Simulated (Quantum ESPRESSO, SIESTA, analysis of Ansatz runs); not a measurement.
# Levels of V_H in MgH2 (P4_2/mnm), rung by rung (SIESTA and Quantum ESPRESSO), part 2 of 6

We place the charge-transition levels of V_H in MgH2 (P4_2/mnm) with atom-centred orbitals, then repeat the energies at other levels of method to see what holds. Model: a cell of 72 host atoms with 1 H taken out.

SIESTA and Quantum ESPRESSO ; SIESTA numerical-orbital DFT, PBEsol, DZP basis, PseudoDojo 0.4.1 potentials converted to PSML; charged supercells in a uniform background, point-charge correction with alignment at far sites.

So far. Step 2 (Band edges): The gap at this level is 3.26 eV.

## 3. Relaxing each charge state

Level of this step: SIESTA numerical-orbital DFT, PBEsol, DZP basis, PseudoDojo 0.4.1 potentials converted to PSML; relaxation of all atoms of a defect supercell (SIESTA).

Each state starts from the atoms near the defect displaced at random, so that no symmetry of the ideal site is imposed. An odd electron count needs spin polarisation, and the total moment is held fixed to keep the state apart from its neighbours in spin. Basis functions without a nucleus stand at the vacant site, for electrons that may collect there. Charge 0 is shown in full.

defect.fdf

```
SystemName                      Mg24H47
SystemLabel                     defect
NumberOfSpecies                 3
NumberOfAtoms                   72
%block ChemicalSpeciesLabel
  1   12 Mg
  2    1 H
  3   -1 H_ghost
%endblock ChemicalSpeciesLabel
LatticeConstant                 1.0 Ang
%block LatticeVectors
     8.974648000     0.000000000     0.000000000
     0.000000000     8.974648000     0.000000000
     0.000000000     0.000000000     9.254490000
%endblock LatticeVectors
AtomicCoordinatesFormat         Fractional
%block AtomicCoordinatesAndAtomicSpecies
     0.250000000     0.250000000     0.166666667  1
     0.000000000     0.000000000     0.000000000  1
     0.347309555     0.347309555     0.000000000  2
     0.402690445     0.097309555     0.166666667  2
     0.152690445     0.152690445     0.000000000  2
     0.099621251     0.398060617     0.168668129  2
     0.252663572     0.245169118     0.500755409  1
     0.000000000     0.000000000     0.333333333  1
     0.344555259     0.345226069     0.329093827  2
     0.406587571     0.097969183     0.503807610  2
     0.152690445     0.152690445     0.333333333  2
     0.098762325     0.403773512     0.494890982  2
     0.250000000     0.250000000     0.833333333  1
     0.000000000     0.000000000     0.666666667  1
     0.351051622     0.346917129     0.670651165  2
     0.402690445     0.097309555     0.833333333  2
     0.152690445     0.152690445     0.666666667  2
     0.099446316     0.407612551     0.834786664  2
     0.246314951     0.750958606     0.162722668  1
     0.000000000     0.500000000     0.000000000  1
     0.347309555     0.847309555     0.000000000  2
     0.399092034     0.595875935     0.170549952  2
     0.152690445     0.652690445     0.000000000  2
     0.097309555     0.902690445     0.166666667  2
     0.255307688     0.750869194     0.498590752  1
    -0.002588690     0.503094422     0.337059295  1
     0.344767484     0.842618241     0.334887456  2
     0.152717048     0.647120876     0.333463467  2
     0.100425115     0.898164021     0.500890692  2
     0.244709823     0.751265395     0.832164932  1
    -0.001337466     0.504787166     0.664226210  1
     0.343500290     0.845654046     0.663065780  2
     0.406269775     0.594066358     0.830640801  2
     0.147578592     0.654895347     0.666458274  2
     0.097309555     0.902690445     0.833333333  2
     0.750000000     0.250000000     0.166666667  1
     0.500000000     0.000000000     0.000000000  1
     0.847309555     0.347309555     0.000000000  2
     0.902690445     0.097309555     0.166666667  2
     0.652690445     0.152690445     0.000000000  2
     0.601745267     0.403245351     0.163442250  2
     0.750165137     0.255558345     0.500330788  1
     0.502815222     0.000397469     0.328687036  1
     0.847309555     0.347309555     0.333333333  2
     0.902690445     0.097309555     0.500000000  2
     0.652690445     0.152690445     0.333333333  2
     0.592033512     0.401648303     0.498589295  2
     0.750000000     0.250000000     0.833333333  1
     0.499884284     0.005414996     0.667932288  1
     0.847309555     0.347309555     0.666666667  2
     0.902690445     0.097309555     0.833333333  2
     0.652690445     0.152690445     0.666666667  2
     0.593844688     0.398328185     0.833270456  2
     0.750000000     0.750000000     0.166666667  1
     0.500000000     0.500000000     0.000000000  1
     0.847309555     0.847309555     0.000000000  2
     0.902690445     0.597309555     0.166666667  2
     0.652690445     0.652690445     0.000000000  2
     0.598190093     0.901898382     0.161387377  2
     0.753135011     0.748924311     0.504342693  1
     0.499554592     0.499181429     0.328006670  1
     0.847309555     0.847309555     0.333333333  2
     0.905974597     0.599583727     0.496233965  2
     0.655073778     0.647658697     0.333139260  2
     0.594931616     0.898776110     0.503076178  2
     0.750000000     0.750000000     0.833333333  1
     0.503842503     0.503867850     0.667778184  1
     0.847309555     0.847309555     0.666666667  2
     0.902690445     0.597309555     0.833333333  2
     0.651555571     0.656676707     0.663056262  2
     0.601906392     0.905003448     0.835403705  2
     0.402690445     0.597309555     0.500000000  3
%endblock AtomicCoordinatesAndAtomicSpecies
%block kgrid.MonkhorstPack
    1   0   0  0.25
    0   1   0  0.25
    0   0   1  0.25
%endblock kgrid.MonkhorstPack
XC.Functional                   GGA
XC.Authors                      PBEsol
PAO.BasisSize                   DZP
PAO.EnergyShift                 0.005 Ry
Mesh.Cutoff                     300 Ry
Spin                            polarized
%block DM.InitSpin
    25   0.200
    34   0.200
    47   0.200
    61   0.200
    67   0.200
%endblock DM.InitSpin
Spin.Fix                        true
Spin.Total                      1.0
OccupationFunction              FD
ElectronicTemperature           0.01 eV
MaxSCFIterations                150
SCF.MustConverge                true
SCF.Mixer.Method                Pulay
SCF.Mixer.Weight                0.1
SCF.Mixer.History               10
SCF.DM.Tolerance                3.0e-4
SCF.H.Tolerance                 3.0e-3 eV
WriteForces                     true
Charge.Mulliken                 end
SaveRho                         true
SaveElectrostaticPotential      true
Charge.Hirshfeld                end
Charge.Voronoi                  end
MD.TypeOfRun                    Broyden
MD.Steps                        90
MD.MaxForceTol                  0.04 eV/Ang
MD.MaxDispl                     0.15 Ang
WriteCoorStep                   true
AtomCoorFormatOut               Fractional
%block Geometry.Constraints
  atom [72]
%endblock Geometry.Constraints
```

Launch:

```console
$ OMP_NUM_THREADS=1 siesta defect.fdf > defect.out
```

Log:

```text
Version         : 5.4.2

                           ***********************
                           *  WELCOME TO SIESTA  *
                           ***********************

[...]
reinit: Reading from file defect.fdf

reinit: -----------------------------------------------------------------------
reinit: System Name: Mg24H47
reinit: -----------------------------------------------------------------------
reinit: System Label: defect
reinit: -----------------------------------------------------------------------

[...]
initatom: Reading input for the pseudopotentials and atomic orbitals ----------
Species number:   1 Atomic number:   12 Label: Mg
Species number:   2 Atomic number:    1 Label: H
Species number:   3 Atomic number:   -1 Label: H_ghost (floating PAOs)

[... pseudopotential checks and orbital generation ...]

prinput: Basis input

PAO.BasisType split

%block ChemicalSpeciesLabel
    1   12 Mg                      # Species index, atomic number, species label
    2    1 H                       # Species index, atomic number, species label
    3   -1 H_ghost                 # Species index, atomic number, species label
%endblock ChemicalSpeciesLabel

%block PAO.Basis                 # Define Basis set
# WARNING: This information might be incomplete!
Mg                    4                    # Species label, number of l-shells
 n=2   0   1                         # n, l, Nzeta
   2.491
   1.000
 n=3   0   2                         # n, l, Nzeta
   7.764      5.512
   1.000      1.000
 n=2   1   1                         # n, l, Nzeta
   2.793
   1.000
 n=3   1   1                         # n, l, Nzeta
   7.764
   1.000
H                     1                    # Species label, number of l-shells
 n=1   0   2 P   1                   # n, l, Nzeta, Polarization, NzetaPol
   5.796      3.744
   1.000      1.000
H_ghost               1                    # Species label, number of l-shells
 n=1   0   2 P   1                   # n, l, Nzeta, Polarization, NzetaPol
   5.796      3.744
   1.000      1.000
%endblock PAO.Basis

prinput: ----------------------------------------------------------------------

coor:   Atomic-coordinates input format  =     Fractional

[...]
siesta: System type = bulk

initatomlists: Number of atoms, orbitals, and projectors:     72   456   427

[... echo of the settings ...]

siesta: k-grid: Number of k-points = 1
siesta: k-points from Monkhorst-Pack grid
siesta: k-cutoff (effective) =     4.487 Ang
siesta: k-point supercell and displacements
siesta: k-grid:     1     0     0      0.250
siesta: k-grid:     0     1     0      0.250
siesta: k-grid:     0     0     1      0.250

diag: Algorithm                                     = D&C
diag: Absolute tolerance                            =  0.100E-15
diag: Orthogonalization factor                      =  0.100E-05

superc: Internal auxiliary supercell:     3 x     3 x     3  =      27
superc: Number of atoms, orbitals, and projectors:   1944  12312  11529

siesta: Constraint (1): pos
  [ 72 ]

                     ====================================
                        Begin Broyden opt. move =      0
                     ====================================

[...]
superc: Internal auxiliary supercell:     3 x     3 x     3  =      27
superc: Number of atoms, orbitals, and projectors:   1944  12312  11529

outcell: Unit cell vectors (Ang):
        8.974648    0.000000    0.000000
        0.000000    8.974648    0.000000
        0.000000    0.000000    9.254490

outcell: Cell vector modules (Ang)   :    8.974648    8.974648    9.254490
outcell: Cell angles (23,13,12) (deg):     90.0000     90.0000     90.0000
outcell: Cell volume (Ang**3)        :    745.3965
[...]
Initializing Density Matrix...

[...]
DM filled with atomic data (user-defined):

InitMesh: MESH = 96 x 96 x 100 = 921600
InitMesh: Mesh cutoff (required, used) =   300.000   316.235 Ry

[...]
iscf     Eharris(eV)        E_KS(eV)     FreeEng(eV)     dDmax     Ef_up Ef_dn(eV) dHmax(eV)
   scf:    1   -39374.510934   -39449.219208   -39449.219208  0.795045 -3.543140 -4.392652  4.878114
[...]
scf:    2   -39452.853237   -39451.055518   -39451.055518  0.015298 -3.443865 -4.578114  4.158321
[...]
scf:    3   -39460.219801   -39456.343711   -39456.343711  0.118868 -3.499043 -5.805812  1.659423
[...]
scf:    4   -39456.392001   -39456.400011   -39456.400011  0.025573 -3.605753 -5.913470  0.367897
[...]
scf:    5   -39456.411574   -39456.406611   -39456.406611  0.003862 -3.602764 -5.911095  0.453172
[...]
scf:    6   -39456.418882   -39456.413745   -39456.413745  0.003377 -3.655445 -5.959234  0.183700
[...]
scf:    7   -39456.415586   -39456.414844   -39456.414844  0.001601 -3.668105 -5.969001  0.107568
[...]
scf:    8   -39456.414894   -39456.414870   -39456.414870  0.000108 -3.668892 -5.969588  0.100550
[...]
scf:    9   -39456.415007   -39456.414943   -39456.414943  0.000434 -3.669166 -5.968427  0.056862
[...]
scf:   10   -39456.414981   -39456.414963   -39456.414963  0.000370 -3.668692 -5.966630  0.010394
[...]
spin moment: {S} , |S| = {        0.0        0.0    1.00000 }     1.00000

SCF Convergence by DM+H criterion
max |DM_out - DM_in|         :     0.0000362020
[...]
scf:    1   -39456.643924   -39456.610108   -39456.610108  0.004581 -3.572956 -5.861132  0.030984
[...]
scf:    2   -39456.608677   -39456.609836   -39456.609836  0.001180 -3.568740 -5.862831  0.055339
[...]
scf:    3   -39456.610534   -39456.610362   -39456.610362  0.000743 -3.571394 -5.861622  0.003418
[...]
scf:    4   -39456.610383   -39456.610374   -39456.610374  0.000098 -3.571313 -5.861224  0.002002
     spin moment: {S} , |S| = {        0.0        0.0    1.00000 }     1.00000

SCF Convergence by DM+H criterion
[...]
SCF cycle converged after 4 iterations

[...]
siesta: E_KS(eV) =           -39456.6104

siesta: Atomic forces (eV/Ang):
     1    0.007426    0.013535   -0.004976
     2   -0.002438   -0.004755   -0.013078
     3   -0.000380   -0.008342   -0.002163
     4   -0.012349    0.011606   -0.000405
     5   -0.003159    0.000003    0.003715
     6    0.000593    0.004372   -0.006443
     7   -0.016461    0.003211   -0.001527
     8   -0.007142    0.004188   -0.007663
     9   -0.008511    0.018219    0.004941
    10   -0.015946   -0.005920    0.001134
[...]
68   -0.001838   -0.001349   -0.009145
    69    0.000210   -0.002823   -0.007348
    70   -0.003834   -0.010301    0.006931
    71   -0.013251   -0.013781    0.000509
    72    0.003122   -0.002360    0.000262
   Tot   -0.062446    0.073014    0.023830
   Max    0.026247
   Res    0.008757    sqrt( Sum f_i^2 / 3N )
   Max    0.026247    constrained

Stress tensor Voigt[x,y,z,yz,xz,xy] (kbar):        0.14        0.19       -2.82       -0.37       -0.36       -0.49
[...]
outcoor: Relaxed atomic coordinates (fractional):
    0.24960614    0.24916578    0.16704094   1       1  Mg
   -0.00007052    0.00005706    0.00008172   1       2  Mg
    0.34737117    0.34694087    0.00041366   2       3  H
    0.40283009    0.09660159    0.16669320   2       4  H
    0.15246702    0.15268668   -0.00050358   2       5  H
    0.09648598    0.40130188    0.16639934   2       6  H
    0.25060750    0.25041560    0.49996588   1       7  Mg
    0.00048198   -0.00047461    0.33319463   1       8  Mg
    0.34702694    0.34739347    0.33241913   2       9  H
    0.40437439    0.09857343    0.49983491   2      10  H
    0.15327226    0.15182099    0.33381709   2      11  H
    0.09775002    0.40297455    0.49964808   2      12  H
    0.25004706    0.25010964    0.83284252   1      13  Mg
    0.00065429   -0.00037686    0.66708128   1      14  Mg
    0.34832661    0.34674997    0.66707058   2      15  H
    0.40242761    0.09738858    0.83357998   2      16  H
[...]
0.24975849    0.74973969    0.16623536   1      19  Mg
   -0.00012995    0.50009873   -0.00028504   1      20  Mg
[...]
0.25119289    0.74874004    0.49949249   1      25  Mg
    0.00021934    0.49986214    0.33221483   1      26  Mg
[...]
0.49956821    0.50015987   -0.00030400   1      55  Mg
[...]
0.74983602    0.75002381    0.49999893   1      60  Mg
    0.50013754    0.49967674    0.33059453   1      61  Mg
[...]
0.59564150    0.90096997    0.50026200   2      65  H
    0.75050597    0.75034358    0.83290557   1      66  Mg
    0.50025101    0.49964715    0.66863957   1      67  Mg
    0.84769953    0.84729395    0.66668037   2      68  H
    0.90220974    0.59706002    0.83309586   2      69  H
    0.65107953    0.65413965    0.66651973   2      70  H
    0.59955392    0.90471754    0.83353882   2      71  H
    0.40269045    0.59730956    0.50000000   3      72  H_ghost

[...]
siesta: Final energy (eV):
siesta:  Band Struct. =  -11658.060276
siesta:       Kinetic =   22697.309759
siesta:       Hartree =   14941.986239
[...]
siesta:         Exch. =   -5169.272557
siesta:         Corr. =    -346.984663
[...]
siesta:   Exch.-corr. =   -5516.257220
siesta:  Ion-electron =  -57036.198753
siesta:       Ion-ion =  -14543.450397
[...]
siesta:         Total =  -39456.610374
siesta:      Fermi_up =      -3.571313
siesta:      Fermi_dn =      -5.861224

siesta: Stress tensor (static) (eV/Ang**3):
siesta:     0.000090   -0.000305   -0.000227
siesta:    -0.000305    0.000117   -0.000231
siesta:    -0.000227   -0.000231   -0.001760

siesta: Cell volume =        745.396481 Ang**3

siesta: Pressure (static):
siesta:                Solid            Molecule  Units
siesta:           0.00000564          0.00000510  Ry/Bohr**3
siesta:           0.00051791          0.00046784  eV/Ang**3
siesta:           0.82978351          0.74956535  kBar

[...]
mulliken: Qtot =      144.000

[...]
mulliken: Qtot =      143.000

Mulliken Atomic Populations:
Atom #   charge [q] valence [e]      Sz [e]  Species
     1     0.754362    9.245638    0.001148  Mg
     2     0.742796    9.257204    0.003992  Mg
     3    -0.374251    1.374251    0.000681  H
     4    -0.378290    1.378290    0.000302  H
     5    -0.374319    1.374319    0.000446  H
     6    -0.375612    1.375612    0.001363  H
     7     0.761809    9.238191   -0.007683  Mg
     8     0.742666    9.257334    0.003920  Mg
     9    -0.368297    1.368297    0.007614  H
    10    -0.376496    1.376496    0.002776  H
    11    -0.375180    1.375180    0.000396  H
    12    -0.379288    1.379288    0.000567  H
    13     0.754493    9.245507    0.000512  Mg
    14     0.743023    9.256977    0.004072  Mg
    15    -0.369549    1.369549    0.009238  H
    16    -0.376416    1.376416    0.000432  H
[...]
19     0.763426    9.236574    0.002017  Mg
    20     0.746588    9.253412   -0.000409  Mg
[...]
25     0.634010    9.365990    0.267977  Mg
    26     0.749029    9.250971   -0.002308  Mg
[...]
55     0.745604    9.254396   -0.000432  Mg
[...]
60     0.761648    9.238352   -0.007570  Mg
    61     0.639390    9.360610    0.214861  Mg
[...]
65    -0.380369    1.380369    0.000797  H
    66     0.754589    9.245411    0.001460  Mg
    67     0.636643    9.363357    0.215912  Mg
    68    -0.374933    1.374933    0.000488  H
    69    -0.377420    1.377420    0.000295  H
    70    -0.367736    1.367736    0.007766  H
    71    -0.376340    1.376340    0.001354  H
    72     0.894309    0.105691    0.140655  H_ghost
 Total     1.000000                1.000000

[...]
Job completed
```

It took 16 min on 1 MPI rank of Intel Xeon Platinum 8259CL at 2.50GHz (Skylake/Cascade Lake), shared host; peak memory 0.73 GiB.

The steps and moves of this run count from the displaced start.

Step by step:

```csv
step,energy less that of the first step (eV),largest force (eV/Å)
0,0.0000,0.5060
1,-0.0501,0.4087
2,-0.1649,0.1355
3,-0.1749,0.1048
4,-0.1878,0.0553
5,-0.1911,0.0439
6,-0.1954,0.0348
```

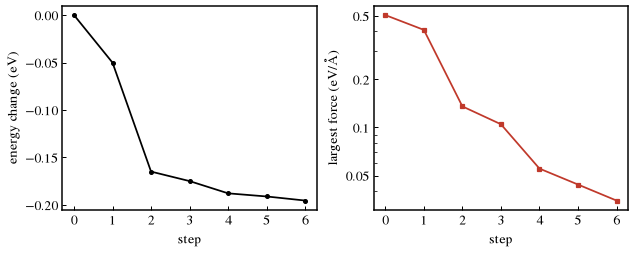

Energy and largest force along the relaxation.

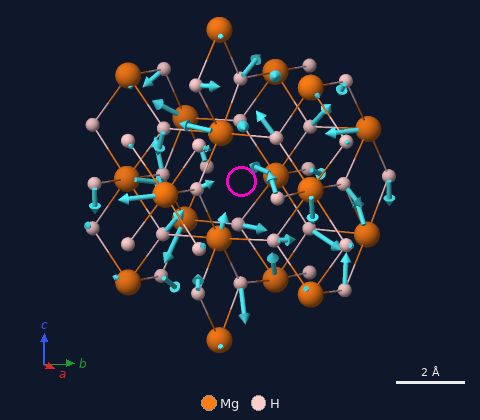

Displacements in the relaxation near the centre, exaggerated; the longest in the cell stands for 0.06 Å. A ring marks the centre wherever it is empty.

The atoms that moved most (Å):

```csv
atom,dx,dy,dz,length
Mg26,0.026,-0.029,-0.045,0.060
H33,-0.034,0.032,0.025,0.053
H27,0.034,0.032,-0.023,0.052
H32,0.039,0.016,0.031,0.052
Mg42,-0.001,-0.052,-0.005,0.052
H22,0.021,0.001,-0.047,0.051
Mg7,-0.018,0.047,-0.008,0.051
Mg60,-0.029,0.010,-0.040,0.051
```

The atoms nearest to the centre after the run:

```csv
atom,distance (Å)
Mg25,1.922
Mg67,1.993
Mg61,1.998
H47,2.436
H28,2.749
H70,2.758
H27,2.762
H32,2.766
H15,2.772
H9,2.772
H64,2.777
H34,2.779
```

Energies on the run's own zero. States near gap, by row:

```csv
spin,k,band,energy (eV),filled by count
up,0,140,-6.842,1
up,0,141,-6.833,1
up,0,142,-6.824,1
up,0,143,-6.561,1
up,0,144,-4.411,1
up,0,145,-3.006,0
up,0,146,-2.31,0
up,0,147,-2.099,0
up,0,148,-2.094,0
down,0,139,-6.834,1
down,0,140,-6.828,1
down,0,141,-6.818,1
down,0,142,-6.814,1
down,0,143,-6.544,1
down,0,144,-3.392,0
down,0,145,-2.969,0
down,0,146,-2.277,0
down,0,147,-2.081,0
```

The states that were run, at one point at (¼, ¼, ¼), on 1 MPI rank of Intel Xeon Platinum 8259CL at 2.50GHz (Skylake/Cascade Lake), shared host:

```csv
charge,moment (μB),outcome,structures computed,largest displacement of a host atom from its site (Å),lowest empty less highest filled level (eV),time
0,1,converged,7,0.04,1.02,16 min
−1,0,converged,10,0.29,1.28,17 min
+1,0,converged,13,0.27,3.18,21 min
```

Against the host's sites the lattice moves most at charge −1 (0.29 Å); the smallest move among the states is 0.04 Å.

(Part 2 of 6 ends here.)

[Logs are printed without paths, hosts, clocks, repeated set-up lines and the standing remarks that a program may print on its own settings, such as how far it seeks lower states.]

[Hosts, paths, dates, database ids (printed as entryN), source tags and the programs' standing remarks are cut or masked in the printed files.]

[For some hosts the program warned that the k-mesh of the response run may be too coarse for force constants and the static dielectric constant; such warnings are not shown here.]

[Charge tables in the logs are Mulliken or Hirshfeld populations, whose sizes and signs can differ; where basis functions stand at a vacancy, SIESTA counts their charge against the missing atom's valence.]

[In relaxation paths of CP2K, step 0 can be the structure after the first move, since the trajectory file begins there, and the last row can be the final structure solved once more.]
